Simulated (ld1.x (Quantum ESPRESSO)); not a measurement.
Run report: Eu, pseudopotential generation (part 2 of 2)

Continued. System: europium (Eu, Z = 63), core [Xe], reference valence 4f7 5d0.5 6s1.5 6p0, valence charge 9. Method: PAW potential, LDA (PZ), fully relativistic, made with ld1.x (Quantum ESPRESSO) 7.5.

### Output, continued
```
     --------------------------- All-electron run ----------------------------

     Eu
     dirac relativistic calculation

     atomic number is 63.00
     dft = SLA  PZ   NOGX NOGC   lsd =0 sic =0 latt =0  beta=0.20 tr2=1.0E-14
     Exchange-correlation=  SLA  PZ   NOGX NOGC
                           (   1   1   0   0   0   0   0)
     mesh =1261 r(mesh) = 100.16965 a.u. xmin = -7.00 dx = 0.01250
     1 Ry =  13.60569312 eV, c = 137.03599908

     n l j   nl                  e(Ry)          e(Ha)          e(eV)
     Spin orbit split results
     1 0 0.5 1S 1( 2.00)     -3548.1631     -1774.0816    -48275.2186
     2 0 0.5 2S 1( 2.00)      -582.4169      -291.2085     -7924.1862
     2 1 0.5 2P 1( 2.00)      -552.7357      -276.3678     -7520.3517
     2 1 1.5 2P 1( 4.00)      -505.1614      -252.5807     -6873.0708
     3 0 0.5 3S 1( 2.00)      -128.0935       -64.0468     -1742.8012
     3 1 0.5 3P 1( 2.00)      -115.2517       -57.6258     -1568.0786
     3 1 1.5 3P 1( 4.00)      -105.5582       -52.7791     -1436.1929
     4 0 0.5 4S 1( 2.00)       -25.3597       -12.6799      -345.0365
     4 1 0.5 4P 1( 2.00)       -20.4012       -10.2006      -277.5727
     4 1 1.5 4P 1( 4.00)       -18.2494        -9.1247      -248.2953
     3 2 1.5 3D 1( 4.00)       -83.2620       -41.6310     -1132.8378
     3 2 2.5 3D 1( 6.00)       -81.1508       -40.5754     -1104.1125
     5 0 0.5 5S 1( 2.00)        -3.2422        -1.6211       -44.1117
     5 1 0.5 5P 1( 2.00)        -1.9105        -0.9553       -25.9940
     5 1 1.5 5P 1( 4.00)        -1.6292        -0.8146       -22.1659
     4 2 1.5 4D 1( 4.00)       -10.0742        -5.0371      -137.0661
     4 2 2.5 4D 1( 6.00)        -9.6881        -4.8441      -131.8137
     4 3 2.5 4F 1( 3.00)        -0.1986        -0.0993        -2.7016
     4 3 3.5 4F 1( 4.00)        -0.1532        -0.0766        -2.0841
     5 2 1.5 5D 1( 0.20)        -0.1113        -0.0557        -1.5148
     5 2 2.5 5D 1( 0.30)        -0.0988        -0.0494        -1.3447
     6 0 0.5 6S 1( 1.50)        -0.2634        -0.1317        -3.5839
     6 1 0.5 6P 1( 0.00)        -0.0960        -0.0480        -1.3057
     6 1 1.5 6P 1( 0.00)        -0.0819        -0.0410        -1.1144
     Averaged results
     1 0     1S 1( 2.00)     -3548.1631     -1774.0816    -48275.2186
     2 0     2S 1( 2.00)      -582.4169      -291.2085     -7924.1862
     2 1     2P 1( 6.00)      -521.0195      -260.5097     -7088.8311
     3 0     3S 1( 2.00)      -128.0935       -64.0468     -1742.8012
     3 1     3P 1( 6.00)      -108.7894       -54.3947     -1480.1548
     4 0     4S 1( 2.00)       -25.3597       -12.6799      -345.0365
     4 1     4P 1( 6.00)       -18.9667        -9.4833      -258.0545
     3 2     3D 1(10.00)       -81.9953       -40.9976     -1115.6026
     5 0     5S 1( 2.00)        -3.2422        -1.6211       -44.1117
     5 1     5P 1( 6.00)        -1.7230        -0.8615       -23.4419
     4 2     4D 1(10.00)        -9.8425        -4.9213      -133.9146
     4 3     4F 1( 7.00)        -0.1726        -0.0863        -2.3487
     5 2     5D 1( 0.50)        -0.1038        -0.0519        -1.4127
     6 0     6S 1( 1.50)        -0.2634        -0.1317        -3.5839
     6 1     6P 1( 0.00)        -0.0866        -0.0433        -1.1782

     final scf error:  6.6E-15 reached in  31 iterations

     Etot =  -21689.454593 Ry,  -10844.727296 Ha, -295100.063197 eV

     Ekin =   23580.992475 Ry,   11790.496237 Ha,  320835.747146 eV
     Encl =  -53244.968195 Ry,  -26622.484098 Ha, -724434.697611 eV
     Eh   =    8446.026355 Ry,    4223.013178 Ha,  114914.042700 eV
     Exc  =    -471.505228 Ry,    -235.752614 Ha,   -6415.155431 eV

     normalization and overlap integrals

     s(1S/1S) =  1.000000  <r> =   0.0223  <r2> =    0.0007  r(max) =   0.0142
     s(2S/2S) =  1.000000  <r> =   0.0946  <r2> =    0.0106  r(max) =   0.0806
     s(2P/2P) =  1.000000  <r> =   0.0791  <r2> =    0.0077  r(max) =   0.0612
     s(2P/2P) =  1.000000  <r> =   0.0858  <r2> =    0.0090  r(max) =   0.0668
     s(3S/3S) =  1.000000  <r> =   0.2494  <r2> =    0.0712  r(max) =   0.2304
     s(3P/3P) =  1.000000  <r> =   0.2390  <r2> =    0.0664  r(max) =   0.2164
     s(3P/3P) =  1.000000  <r> =   0.2519  <r2> =    0.0736  r(max) =   0.2275
     s(4S/4S) =  1.000000  <r> =   0.5663  <r2> =    0.3623  r(max) =   0.5256
     s(4P/4P) =  1.000000  <r> =   0.5792  <r2> =    0.3821  r(max) =   0.5323
     s(4P/4P) =  1.000000  <r> =   0.6089  <r2> =    0.4220  r(max) =   0.5595
     s(3D/3D) =  1.000000  <r> =   0.2237  <r2> =    0.0589  r(max) =   0.1817
     s(3D/3D) =  1.000000  <r> =   0.2277  <r2> =    0.0609  r(max) =   0.1863
     s(5S/5S) =  1.000000  <r> =   1.3815  <r2> =    2.1518  r(max) =   1.2298
     s(5P/5P) =  1.000000  <r> =   1.5656  <r2> =    2.7943  r(max) =   1.3423
     s(5P/5P) =  1.000000  <r> =   1.6697  <r2> =    3.1830  r(max) =   1.4288
     s(4D/4D) =  1.000000  <r> =   0.6483  <r2> =    0.4884  r(max) =   0.5666
     s(4D/4D) =  1.000000  <r> =   0.6589  <r2> =    0.5043  r(max) =   0.5737
     s(4F/4F) =  1.000000  <r> =   0.9699  <r2> =    1.3296  r(max) =   0.5882
     s(4F/4F) =  1.000000  <r> =   0.9940  <r2> =    1.4196  r(max) =   0.5956
     s(5D/5D) =  1.000000  <r> =   3.3987  <r2> =   14.7356  r(max) =   2.1855
     s(5D/5D) =  1.000000  <r> =   3.5559  <r2> =   16.1704  r(max) =   2.2409
     s(6S/6S) =  1.000000  <r> =   4.2795  <r2> =   20.8786  r(max) =   3.6034
     s(6P/6P) =  1.000000  <r> =   5.8451  <r2> =   39.4069  r(max) =   4.8036
     s(6P/6P) =  1.000000  <r> =   6.2235  <r2> =   44.6463  r(max) =   5.1134

     ------------------------ End of All-electron run ------------------------

     Computing logarithmic derivative in   4.54094

       Warning: n=1, l=0 expected 0 nodes, found 1
       Setting wfc to zero for this iteration
       (This warning will only be printed once per wavefunction)

       Zero norm: self consistency problem; state:  5 (l=  0, j=0.5)

       Warning: n=4, l=3 expected 0 nodes, found 1
       Setting wfc to zero for this iteration
       (This warning will only be printed once per wavefunction)

       Zero norm: self consistency problem; state:  5 (l=  0, j=0.5)
       Zero norm: self consistency problem; state:  5 (l=  0, j=0.5)

       Warning: n=3, l=2 expected 0 nodes, found 1
       Setting wfc to zero for this iteration
       (This warning will only be printed once per wavefunction)

       Zero norm: self consistency problem; state:  5 (l=  0, j=0.5)
       Zero norm: self consistency problem; state:  3 (l=  2, j=1.5)
       Zero norm: self consistency problem; state:  4 (l=  2, j=2.5)
       Zero norm: self consistency problem; state:  5 (l=  0, j=0.5)
       Zero norm: self consistency problem; state:  5 (l=  0, j=0.5)
       Zero norm: self consistency problem; state:  5 (l=  0, j=0.5)
       Zero norm: self consistency problem; state:  1 (l=  3, j=2.5)
       Zero norm: self consistency problem; state:  2 (l=  3, j=3.5)
       Zero norm: self consistency problem; state:  3 (l=  2, j=1.5)
       Zero norm: self consistency problem; state:  4 (l=  2, j=2.5)
       Zero norm: self consistency problem; state:  5 (l=  0, j=0.5)
       Zero norm: self consistency problem; state:  1 (l=  3, j=2.5)
       Zero norm: self consistency problem; state:  2 (l=  3, j=3.5)
       Zero norm: self consistency problem; state:  3 (l=  2, j=1.5)
       Zero norm: self consistency problem; state:  4 (l=  2, j=2.5)
       Zero norm: self consistency problem; state:  5 (l=  0, j=0.5)
       Zero norm: self consistency problem; state:  5 (l=  0, j=0.5)
       Zero norm: self consistency problem; state:  5 (l=  0, j=0.5)
       Zero norm: self consistency problem; state:  5 (l=  0, j=0.5)
       Zero norm: self consistency problem; state:  1 (l=  3, j=2.5)
       Zero norm: self consistency problem; state:  2 (l=  3, j=3.5)
       Zero norm: self consistency problem; state:  3 (l=  2, j=1.5)
       Zero norm: self consistency problem; state:  4 (l=  2, j=2.5)
       Zero norm: self consistency problem; state:  5 (l=  0, j=0.5)

 %%%%%%%%%%%%%%%%%%%%%%%%%%%%%%%%%%%%%%%%%%%%%%%%%%%%%%%%%%%%%%%%%%%%%%%%%%%%%%
     Error in routine new_paw_hamiltonian (1):
     negative rho
 %%%%%%%%%%%%%%%%%%%%%%%%%%%%%%%%%%%%%%%%%%%%%%%%%%%%%%%%%%%%%%%%%%%%%%%%%%%%%%

     stopping ...
```

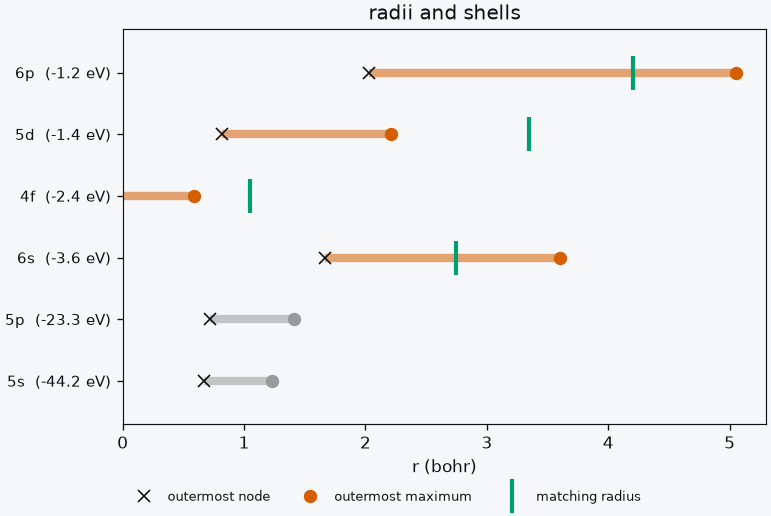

Fig. 1: Outer shells of the all-electron reference atom: each bar runs from the outermost node (or the nucleus) to the outermost maximum of u(r); the tick is the radius chosen for the pseudo-wave. Shells without a tick have no pseudo-wave of their own. Levels, nodes and maxima are from ld1.x, scalar-relativistic.

- Radii against the shells: 6s: 2.75 bohr, between node and maximum; 4f: 1.05 bohr, outside the maximum; 5d: 3.35 bohr, outside the maximum; 6p: 4.20 bohr, between node and maximum.

### What the run reported

```tsv
quantity	value
outcome	ended with an error
hardware	1 CPU thread, shared host
wall time	1.5 s
```

### Diagnosis

The generator stopped with the message “new_paw_hamiltonian: negative rho”. In words: the spherical valence density built from the smooth waves and the augmentation charge turned negative at some radius.
